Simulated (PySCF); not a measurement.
Vertical excitations of a molecule C3H9AlO from TDDFT-PBE/def2-SVPD (PySCF), as energy in eV (oscillator strength): 5.12 (0.002), 5.67 (0.072), 5.74 (0.012), 5.93 (0.013), 6.11 (0.019), 6.52 (0.017), 6.61 (0.084), 6.76 (0.029), 7.02 (0.052), 7.17 (0.049). Lowest triplet (TDA): 4.88 eV. The structure is a stationary point at PBE0-D3(BJ)/def2-SVP. One conformer was computed; it need not be the lowest.

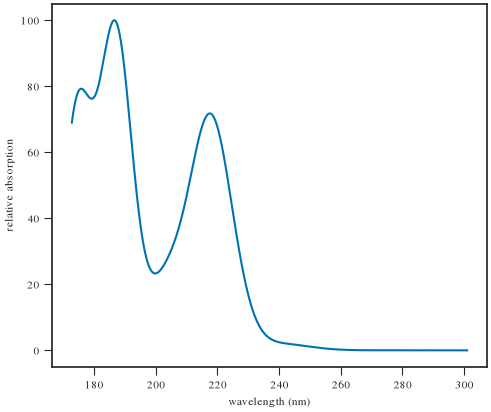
The lines broadened by 0.4 eV.

Problem. Which molecule gave these data?
A) CC[O][AlH][CH3]
B) C[CH2][AlH][O]C
C) CC(C)[O][AlH2]
D) CC[CH2][AlH][OH]

Solution. A, CC[O][AlH][CH3]
